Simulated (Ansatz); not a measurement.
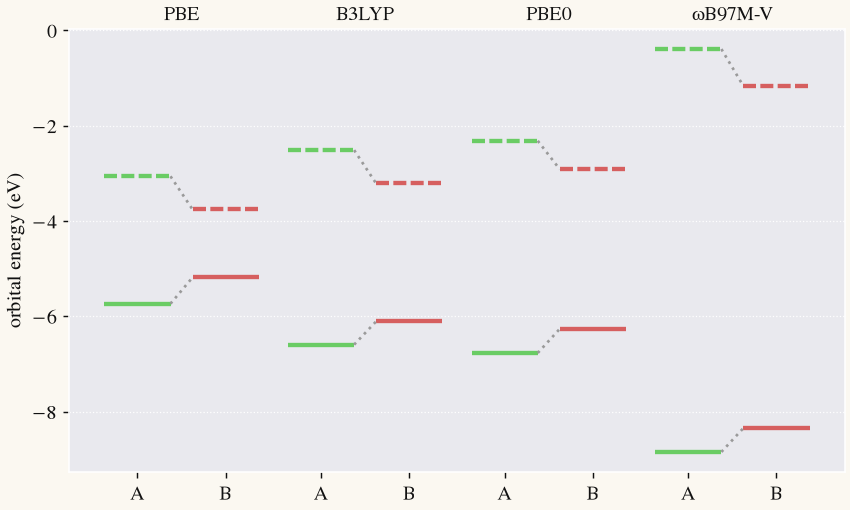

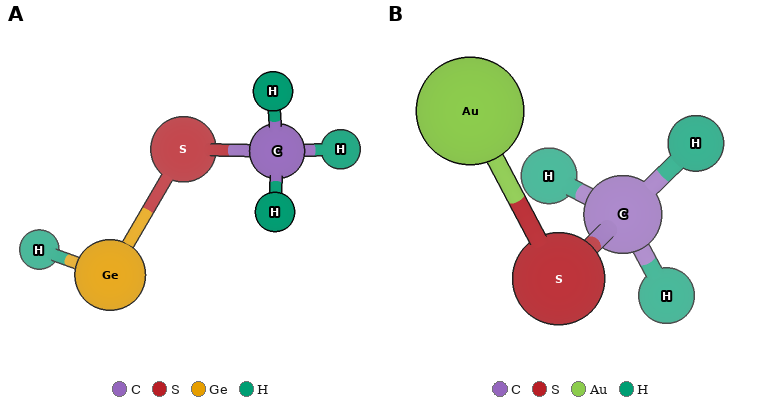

One change: A, CH₄GeS (SMILES C[S][GeH]), becomes B, CH₃AuS (SMILES C[S][Au]). GeH on S is replaced by Au. HOMO (solid) and LUMO (dashed) computed in def2-TZVPP at PBE0-D4/def2-TZVP geometries, both minima by their frequencies, gas phase, the Ansatz code.

**What does the change do to HOMO and LUMO?**

PBE: the HOMO rises by 0.55 eV, the LUMO falls by 0.70 eV, and the separation goes from 2.67 to 1.43 eV. B3LYP: the HOMO rises by 0.49 eV, the LUMO falls by 0.70 eV, and the separation goes from 4.08 to 2.89 eV. PBE0: the HOMO rises by 0.51 eV, the LUMO falls by 0.60 eV, and the separation goes from 4.45 to 3.35 eV. ωB97M-V: the HOMO rises by 0.50 eV, the LUMO falls by 0.78 eV, and the separation goes from 8.45 to 7.18 eV.

**Do the functionals agree on the effect?**

They agree on the direction for both levels; the HOMO shift lies between 0.49 and 0.55 eV and the LUMO shift between −0.78 and −0.60 eV, while the separations themselves differ by up to 5.8 eV between functionals.

Known limits of this run: core potentials past krypton; spin-orbit coupling is left out, and with Au it can shift these values.
